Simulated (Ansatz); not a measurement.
**[BH4]− (borohydride): methods side by side**

[BH4]−: 5 atoms, total charge -1, spin state singlet. As SMILES, `[BH4-]`. Geometry: relaxed at GFN2-xTB.

Each level gives the vertical energy of the triplet above the singlet (eV). The values are calculated.

```tsv
level	kind	program	value (eV)	less FCI/3-21G
SVWN5/3-21G	LDA	Ansatz	9.87	-0.11
revPBE/3-21G	GGA	Ansatz	9.79	-0.19
B3LYP/3-21G	global hybrid	Ansatz	10.12	+0.14
PBE0/3-21G	global hybrid	Ansatz	10.00	+0.02
CAM-B3LYP/3-21G	range-separated hybrid	Ansatz	10.26	+0.28
wB97M-V/3-21G	range-separated hybrid	Ansatz	10.41	+0.43
RPA@PBE/3-21G	RPA	Ansatz	10.14	+0.16
CCSD(T)/3-21G	coupled cluster or CI	Ansatz	10.20	+0.22
FCI/3-21G	exact in the basis	Ansatz	9.98	0.00
```

FCI/3-21G is exact within its basis and frozen core, so for wave-function methods in that basis the difference is their error; functionals converge differently with the basis, so for them it is only a difference. Sets without diffuse functions describe the anion poorly. The values span 9.79 to 10.41 eV. A triplet this far above the singlet is often a Rydberg-like or dissociative state; sets without diffuse functions put Rydberg states too high. All rows use very small basis sets, so even the best lies far from the true value.

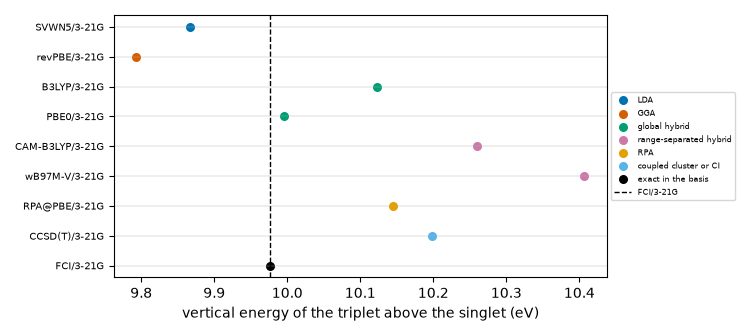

The values of the table, level by level.
